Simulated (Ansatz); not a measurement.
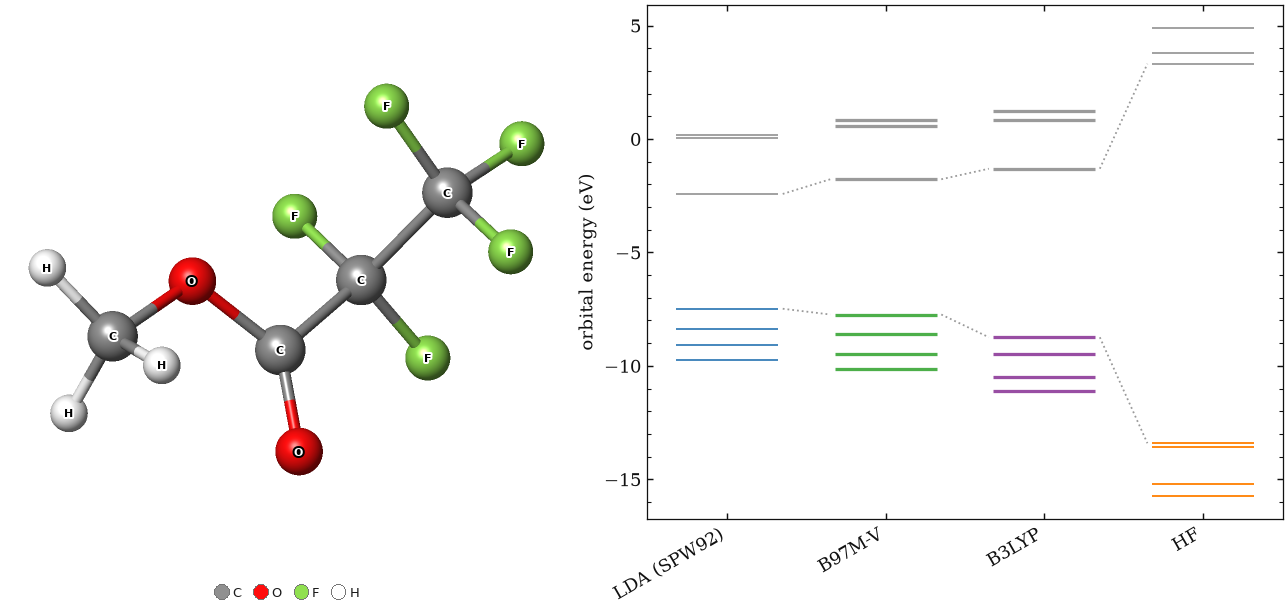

Frontier orbital energies of C₄H₃F₅O₂, SMILES COC(=O)C(F)(F)C(F)(F)F at one geometry, def2-TZVPP, the Ansatz code 0.2.0, at a PBE0-D4/def2-TZVP geometry (a minimum by its frequencies). Empty levels are grey, levels within 0.1 eV stand side by side; all columns show the same few orbitals around the gap. Dotted lines join the HOMOs and the LUMOs.

### Compare the HOMO-LUMO separations.

The separation grows from 5.06 eV (LDA (SPW92)) to 16.73 eV (HF).

```csv
level,HOMO (eV),LUMO (eV),separation (eV)
LDA (SPW92),−7.48,−2.42,5.06
B97M-V,−7.74,−1.77,5.96
B3LYP,−8.74,−1.31,7.43
HF,−13.41,3.32,16.73
```

Caveats, for all or some of the runs: empty levels above zero depend strongly on the basis; one conformer of a flexible molecule.
